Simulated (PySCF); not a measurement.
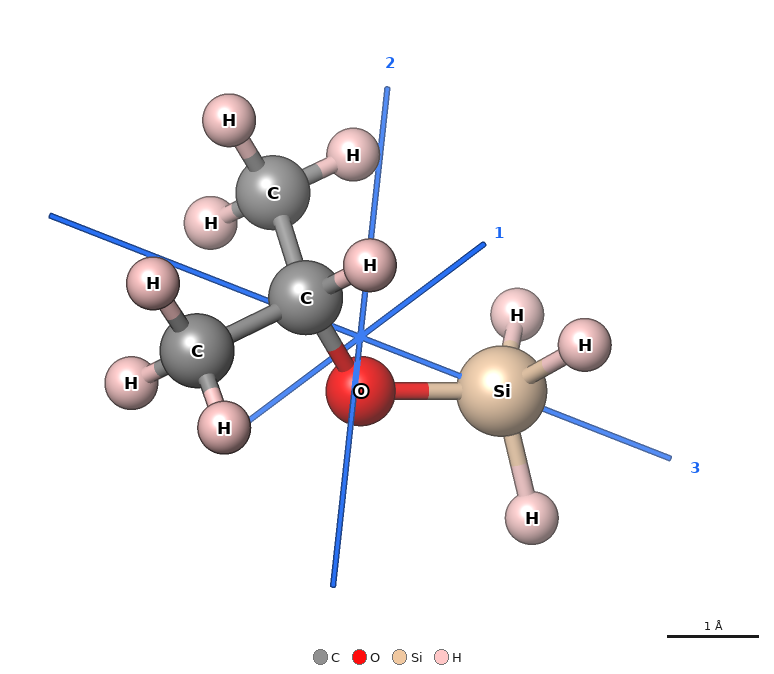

The three principal axes of inertia are drawn and numbered. Atoms fade into the background with distance from the viewer. The computed structure is the end point of a PBE0-D3(BJ)/def2-SVP optimisation. No frequency run is at hand to confirm it as a minimum. Masses are those of the most abundant isotopes; constants are for the rigid equilibrium geometry.

> Which line is the a axis (least moment of inertia), which b and which c?

a is line 3, b is line 2, c is line 1; the moments are 68.6, 223, 269 u Å².

> Classify the rotor and give the rotational constants (GHz).

An asymmetric top (C1): A = 7.37, B = 2.27, C = 1.88 GHz. Ray's parameter κ is −0.86, close to the prolate limit.
